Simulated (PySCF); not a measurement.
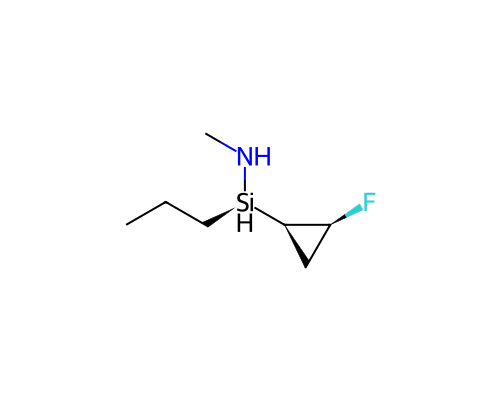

A structural formula.

Give its SMILES.

CCC[Si@@H](NC)[C@@H]1C[C@@H]1F

Give the formula, hydrogens included.

C7H16FNSi.

An optimisation with PBE0-D3(BJ)/def2-SVP gave a structure of which point group?

C1.

The parts below concern this one geometry. Atoms keep their numbers from picture to picture. The computed structure is the end point of a PBE0-D3(BJ)/def2-SVP optimisation. No frequency run is at hand to confirm it as a minimum.

**Geometry**

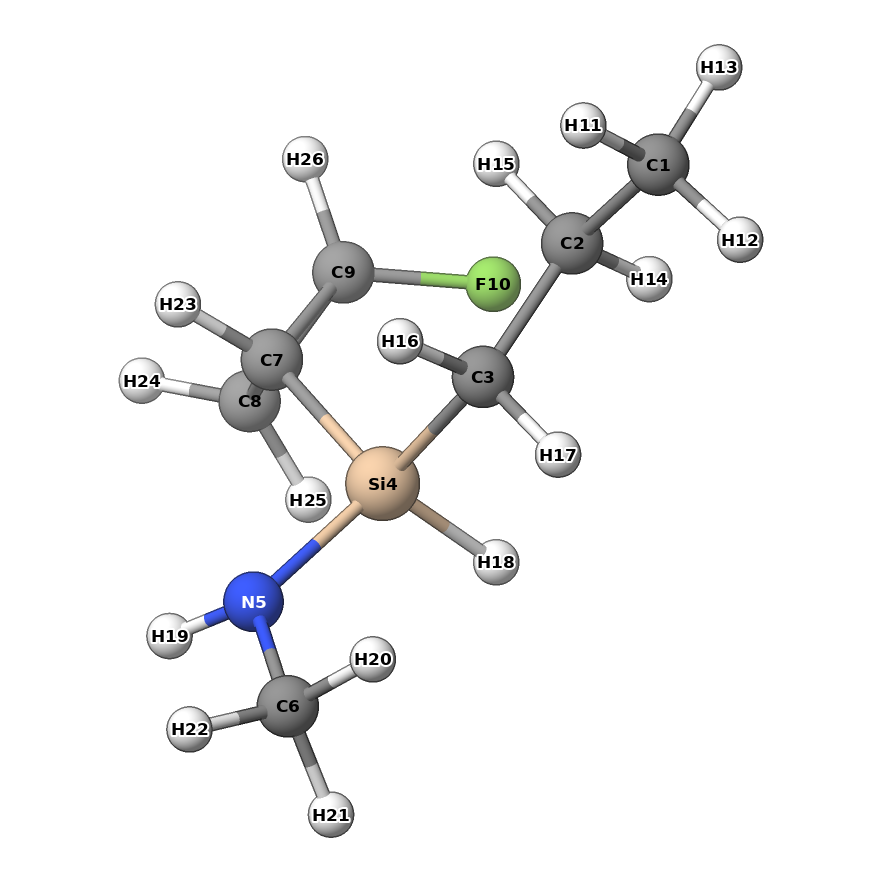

No frequency run is at hand to confirm it as a minimum.

What is the geometry at C2?

C2 has 4 neighbours (C1 at 1.52, C3 at 1.53, H14 at 1.10, H15 at 1.10 Å); the arrangement is tetrahedral.

How are the neighbours of atom 4 arranged?

Si4 has 4 neighbours (C3 at 1.88, N5 at 1.74, C7 at 1.87, H18 at 1.50 Å); the arrangement is tetrahedral.

What is the geometry at C6?

C6 has 4 neighbours (N5 at 1.44, H20 at 1.10, H21 at 1.11, H22 at 1.10 Å); the arrangement is tetrahedral.

Describe the coordination of atom 3.

C3 has 4 neighbours (C2 at 1.53, Si4 at 1.88, H16 at 1.11, H17 at 1.11 Å); the arrangement is tetrahedral.

What is the dihedral angle Si4–C7–C9–F10?

0° in size, that is syn (eclipsed).

**Dipole moment**

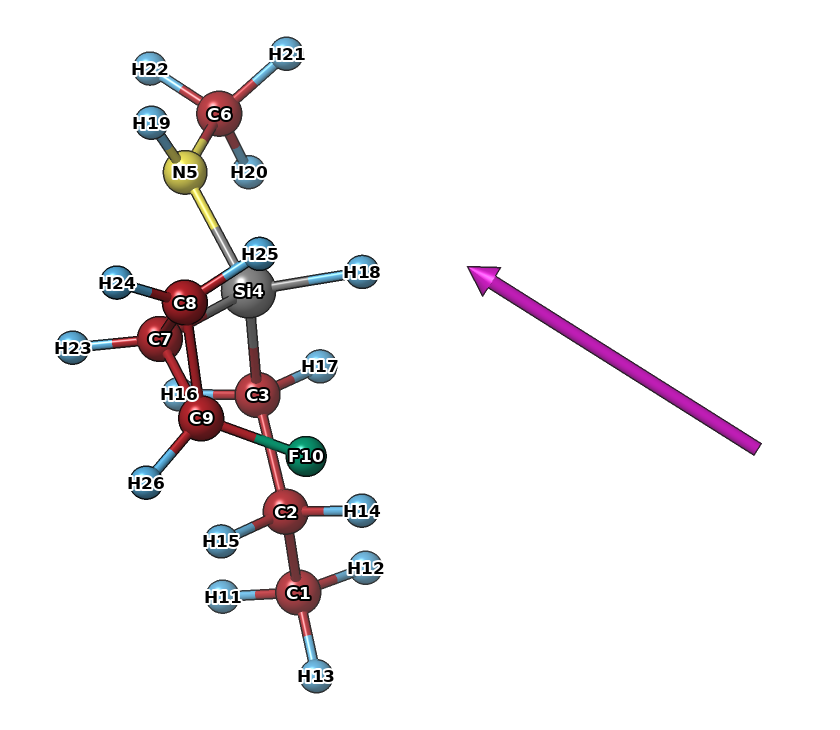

The arrow beside the molecule shows the direction of the dipole moment, from the negative to the positive end (its length means nothing). No frequency run is at hand to confirm it as a minimum. Level of theory: PBE0/pcSseg-1 in tetrahydrofuran (IEF-PCM) (PySCF 2.14.0).

Estimate the dipole moment.

2.53 D; it points from the side of H13 to the side of H22 (the outermost atoms at the two ends).

**Quadrupole coupling**

No frequency run is at hand to confirm it as a minimum. Electric field gradients from the ground-state density, PBE0/pcSseg-1 in tetrahydrofuran (IEF-PCM) (PySCF 2.14.0), non-relativistic apart from any core potentials.

Give the largest field-gradient component, the quadrupole coupling constant and the asymmetry for 14N at N5 (Q = 20.44 mb).

| atom | V_zz (a.u.) | e²qQ/h (MHz) | η |
| --- | --- | --- | --- |
| N5 | −1.044 | −5.01 | 0.39 |

**Ring current**

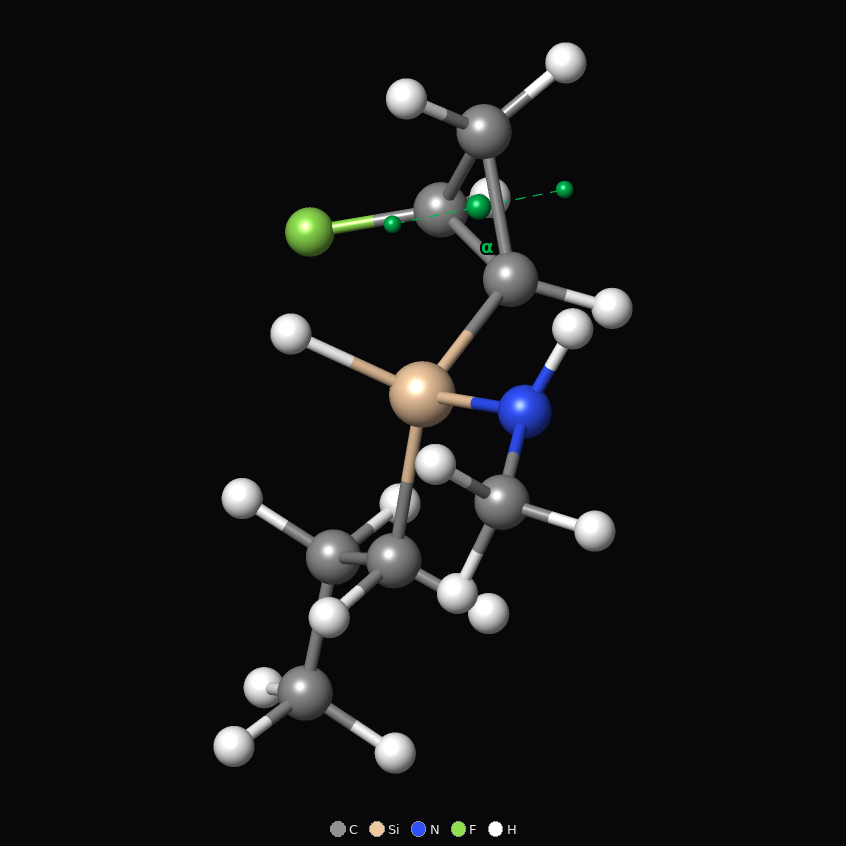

The small points mark where nucleus-independent chemical shifts (NICS) were computed: at the centre of each lettered ring and 1 Å above and below it. No frequency run is at hand to confirm it as a minimum. Level of theory: GIAO PBE0/pcSseg-1 NMR shielding, non-relativistic, gas phase (PySCF 2.14.0).

Give NICS(0), NICS(1) and the out-of-plane component NICS(1)zz for each ring (means of the two sides).

| ring | members | NICS(0) | NICS(1) | NICS(1)zz |
| --- | --- | --- | --- | --- |
| α | C3 | −39.8 | −8.2 | −19.5 |

Values in ppm.
